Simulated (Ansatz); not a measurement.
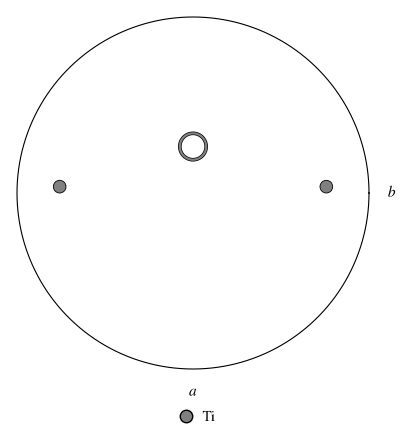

For Ti2BO6, the end point of a relaxation with DFT, PAW plane waves, pbe in Ansatz; the starting structure was generated, so it need not be a known form of this composition: directions from one oxygen atom at (0.297, 0, 0.599) to its bonded neighbours, in stereographic projection down c (filled: above the plane of the page or in it, open: below). Geometry calculated from the standardised cell; symmetry tolerance 0.002 Å.

Neighbours are counted up to 2.52 Å for Ti; other elements are left out.

```
CELL_PARAMETERS angstrom
11.33567 0.00000 0.00000
0.00000 3.78241 0.00000
-0.02210 0.00000 6.08973
ATOMIC_POSITIONS crystal
B 0.00000 0.00000 0.00000
Ti 0.28945 0.50000 0.68618
Ti 0.21055 0.00000 0.31382
O 0.45113 0.50000 0.81241
O 0.04887 0.00000 0.18759
O 0.18046 0.50000 0.87786
O 0.31954 0.00000 0.12214
O 0.29739 0.00000 0.59916
O 0.20261 0.50000 0.40084
B 0.50000 0.50000 0.00000
Ti 0.78945 0.00000 0.68618
Ti 0.71055 0.50000 0.31382
O 0.95113 0.00000 0.81241
O 0.54887 0.50000 0.18759
O 0.68046 0.00000 0.87786
O 0.81954 0.50000 0.12214
O 0.79739 0.50000 0.59916
O 0.70261 0.00000 0.40084
```

How many neighbours are there, and at what angles?

3: 2 Ti at 1.97 Å, 1 Ti at 1.99 Å. Angles between bonds: 102° (2×), 148° (1×).

What is the site's symmetry in the crystal?

Point group m (Cs), order 2: one mirror plane. In C2/m, No. 12 this is Wyckoff position 4i.
